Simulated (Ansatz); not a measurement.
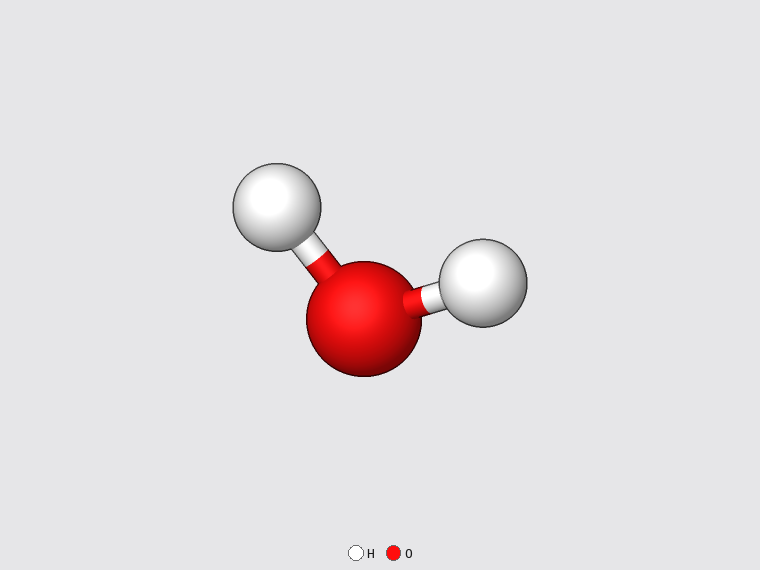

The picture shows a molecular structure as a ball-and-stick model.

Identify the structure.

The molecule is H₂O. This geometry has C2v symmetry. Coordination: 1 O bent.

The parts below concern this one geometry. Atoms keep their numbers from picture to picture. Computed geometry: PBE0-D4/def2-TZVP optimisation.

## Vibrations

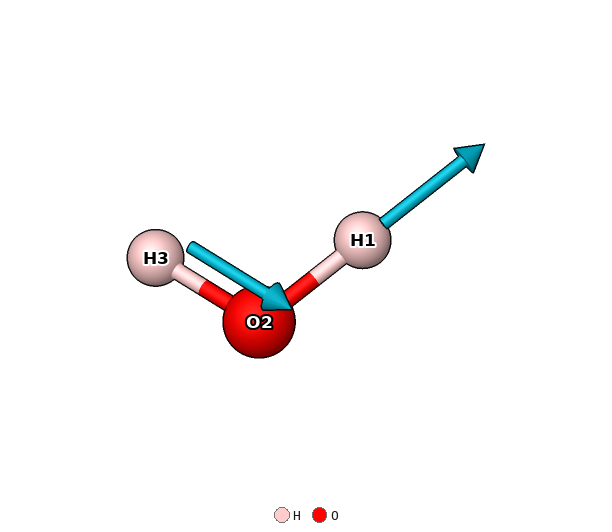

The arrows show one normal mode. Harmonic vibrations computed with RKS PBE0-D4/def2-TZVP (Ansatz 0.2.0) at a stationary point of the same level.

What kind of motion is it?

Mostly out-of-phase stretching of 2 O–H bonds.

Estimate its harmonic wavenumber.

3960 cm⁻¹; it is mode 3 of 3 counted from the lowest.

## Dipole moment

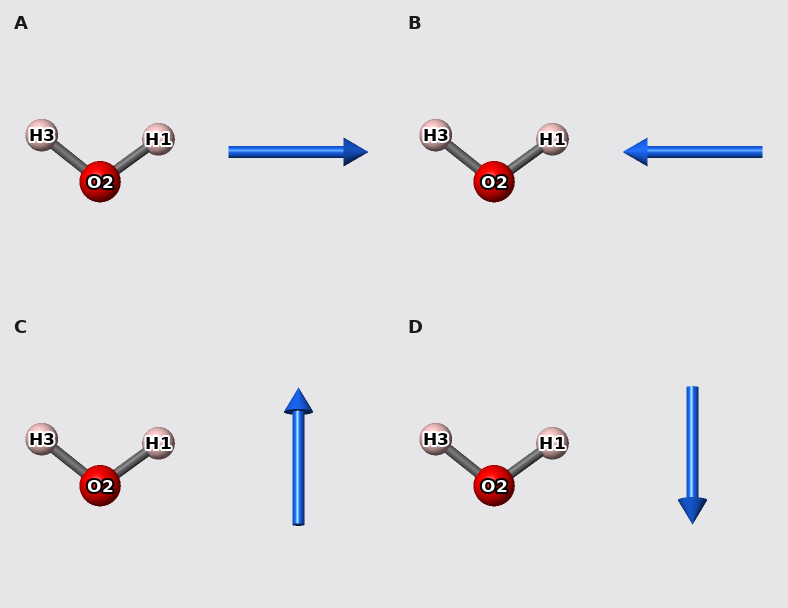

The same molecule four times, each with an arrow. Level of theory: RKS PBE0-D4/def2-TZVP (Ansatz 0.2.0).

Which arrow points along the dipole moment, from the negative to the positive end?

C. The dipole moment is 2.07 D; it points from the side of O2 to the side of H1, H3 (the outermost atoms at the two ends).

## Charges

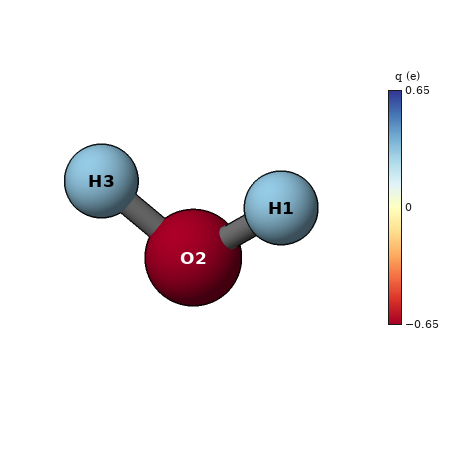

Atoms are coloured by their Mulliken charges. Properties computed with RKS PBE0-D4/def2-TZVP (Ansatz 0.2.0).

List the Mulliken charges.

```json
{"atom": "H1", "value (e)": "0.32"}
{"atom": "O2", "value (e)": "−0.65"}
{"atom": "H3", "value (e)": "0.32"}
```

Mulliken values depend strongly on the basis set and can even reverse the polarity of a bond.
